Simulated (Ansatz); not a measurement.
```xyz
5
Lattice="4.8905 0.0000 0.0000 0.0000 4.8905 0.0000 0.0000 0.0000 4.8905" Properties=species:S:1:pos:R:3 pbc="T T T"
Ti    2.4453    2.4453    2.4453
Ge    2.4453    0.0000    0.0000
Ge    0.0000    2.4453    0.0000
Ge    0.0000    0.0000    2.4453
Ge    0.0000    0.0000    0.0000
```

Space group Pm-3m; a structure generated by program, which may or may not match a known phase; spin-polarised.

Theory: DFT PBE, scalar-relativistic, plane waves, PAW in Ansatz.

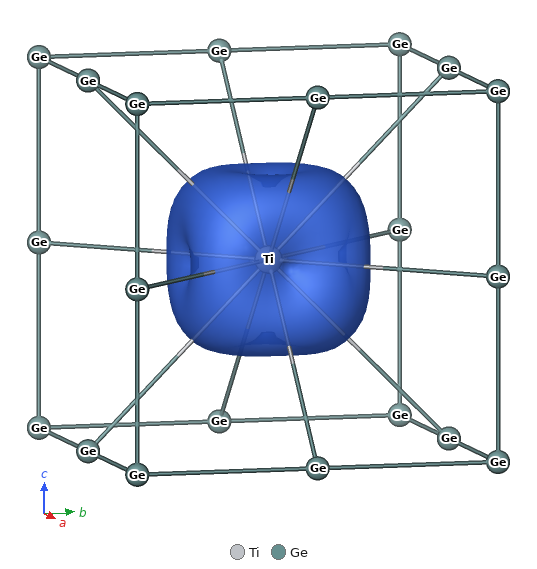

TiGe₄. Isosurfaces of the magnetisation density (up minus down) at +0.03 (blue) and −0.03 e/Å³ (red), seen slightly off an axis. Sticks mark near contacts.

The density is the valence pseudo-density of a PAW calculation; it isn't the true density close to the nuclei.

**Describe the spin distribution.**

The spin density sits on Ti: +1.7 μB in one cell of 5 atoms: parallel moments, as they must be, since the calculation's own cell holds one magnetic site. The cell of the calculation (5 atoms) carries 2.0 μB of net spin moment. Only one sign reaches the isovalue.
